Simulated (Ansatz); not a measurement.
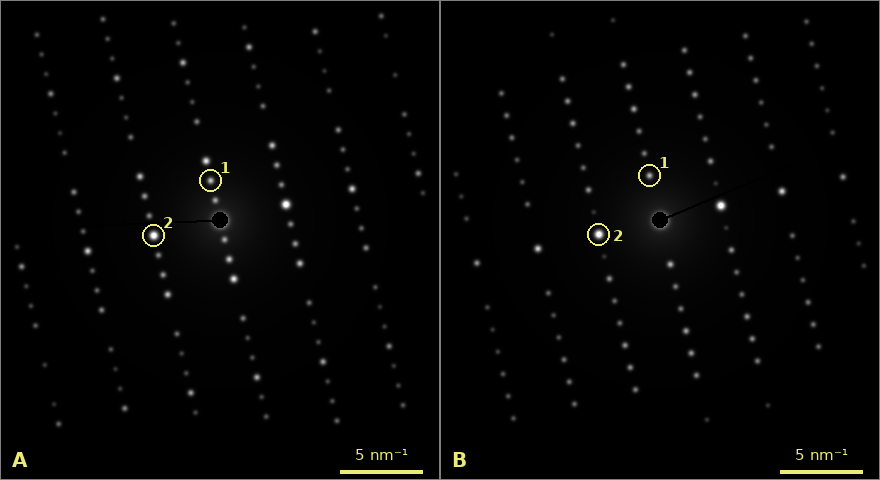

Kinematic electron diffraction patterns (300 kV, B = 0.5 Å², same scale) along [1-10] of the run's own cell, for the start and the end of one relaxation of CaTl2Sb2 with DFT, PAW plane waves, pbe (Ansatz). k mesh 6×6×4. The start is a generated model structure, and the relaxation ends in the nearest stationary point of its symmetry, not necessarily the ground state. Spot 1 is 0 0 -2 and spot 2 is 1 1 0 in both.

Start structure:

```
CELL_PARAMETERS angstrom
4.79978 0.00000 0.00000
-2.39989 4.15673 0.00000
0.00000 0.00000 8.06700
ATOMIC_POSITIONS crystal
Tl 0.33330 0.66670 0.63070
Tl 0.66670 0.33330 0.36930
Ca 0.00000 0.00000 0.00000
Sb 0.33330 0.66670 0.25710
Sb 0.66670 0.33330 0.74290
```

Which pattern belongs to the start structure, and which to the relaxed one?

Answer. A is the start: its cell gives d(1) = 4.033 Å, d(2) = 2.400 Å and an angle of 90.0°. B is the relaxed structure, with d(1) = 3.574 Å (-11.4 %), d(2) = 2.600 Å (+8.3 %) and 90.0°.

Name reflections whose intensity changes strongly on relaxation.

Answer. 0 0 8, 0 0 1, 2 2 1 fade out of sight; 0 0 4, 1 1 -4 come into sight; 0 0 3 goes from 36 to 3.8 % of the strongest spot; 1 1 -3 goes from 18 to 2.4 % of the strongest spot; 0 0 6 goes from 0.83 to 8.3 % of the strongest spot.

What did the relaxation do to the structure and the energy?

Answer. The volume changed by +4.0 % to 33.48 Å³ an atom; with the mean shift removed, the atoms moved by up to 0.45 Å relative to the cell (Sb most); the space group stayed P-3m1 (No. 164); the free energy fell by 160 meV an atom. Relaxed cell: a = 5.200 Å, b = 5.200 Å, c = 7.148 Å, α = 90.00°, β = 90.00°, γ = 120.00°.
